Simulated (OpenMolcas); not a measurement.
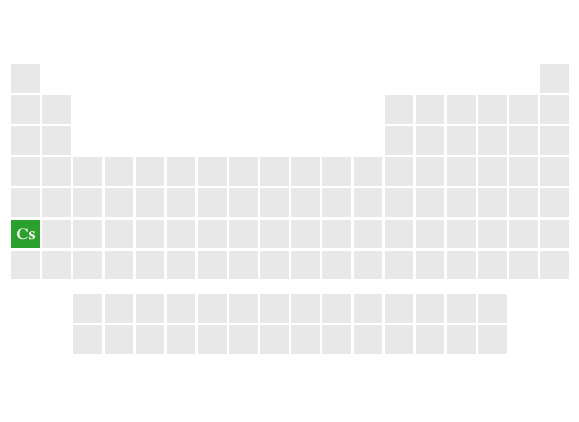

Fig. 1: The place of caesium in the periodic table.

# Run report: Cs, multiconfigurational calculation

Cs. Level asked for: state-averaged CASSCF, active space 1 electron in the shells 5d 6s 6p, basis ANO-R2, X2C scalar Hamiltonian, spin-orbit coupling by RASSI with atomic mean-field integrals (OpenMolcas).

Input:
```
&GATEWAY
Coord
1

Cs 0.0 0.0 0.0
Basis=ANO-R2
Group=XYZ
NoMove
AngMom=0.0 0.0 0.0
AMFI
&SEWARD
&RASSCF
FileOrb=start.orb
Symmetry=1
Spin=2
nActEl=1 0 0
Inactive=15 12
Ras2=6 3
CIRoot=11 11 1
SDav=6
CIMx=300
Iter=95 100
PrWF=0.3
OrbListing=Nothing
MaxOrb=0
Atom
CIOnly
>>> COPY $Project.JobIph JOB001
```

The file start.orb holds starting orbitals from an earlier step.

Command:
```bash
OMP_NUM_THREADS=1 MOLCAS_MEM=2252 MOLCAS_PROJECT=a pymolcas a.inp > a.log  # once for each step of the input, in one work folder
```

Log (extracts):
```
--- SEWARD ---
Basis set label: CS.ANO-R...7S6P4D1F1G.

      Electronic valence basis set:
      ------------------
      Associated Effective Charge  55.000000 au
      Associated Actual Charge     55.000000 au
      Nuclear Model: Finite nucleus - Gaussian distribution
        Gaussian exponent, Xi/bohr**(-2):  1.79507E+08

      Shell  nPrim  nBasis  Cartesian Spherical Contaminant
         s      25       7        X
         p      18       6        X
         d      12       4                 X
         f       5       1                 X
         g       4       1                 X
                  Relativistic X2C integrals
                  Atomic mean-field integrals
--- RASSCF ---
Wave function specifications:
      -----------------------------

      Number of closed shell electrons          54
      Number of electrons in active shells       1
      Max number of holes in RAS1 space          0
      Max nr of electrons in RAS3 space          0
      Number of inactive orbitals               27
      Number of active orbitals                  9
      Number of secondary orbitals              25
      Spin quantum number                      0.5
      State symmetry                             1
Orbital specifications:
      -----------------------

      Symmetry species                           1   2
                                                ag  au
      Frozen orbitals                            0   0
      Inactive orbitals                         15  12
      Active orbitals                            6   3
      RAS1 orbitals                              0   0
      RAS2 orbitals                              6   3
      RAS3 orbitals                              0   0
      Secondary orbitals                        15  10
      Deleted orbitals                           0   0
      Number of basis functions                 36  25
      Number of CSFs                             6
      Number of root(s) required                11
 ************ ERROR ***********
  You can't ask for more roots
  than there are configurations
 ******************************
--- Stop Module: rasscf at  /rc=_RC_INPUT_ERROR_ ---
.####################.
.# User input error #.
.####################.
```

Outcome:

- outcome: refused by the program
- hardware: 1 thread of Intel Xeon (Sapphire Rapids), 64 GiB of memory available, shared host

What went wrong:

One thing in this input was made wrong on purpose: too many roots. The program refused the input: “You can't ask for more roots”. To bear in mind: RASSCF multiplicity 2: _RC_INPUT_ERROR_.
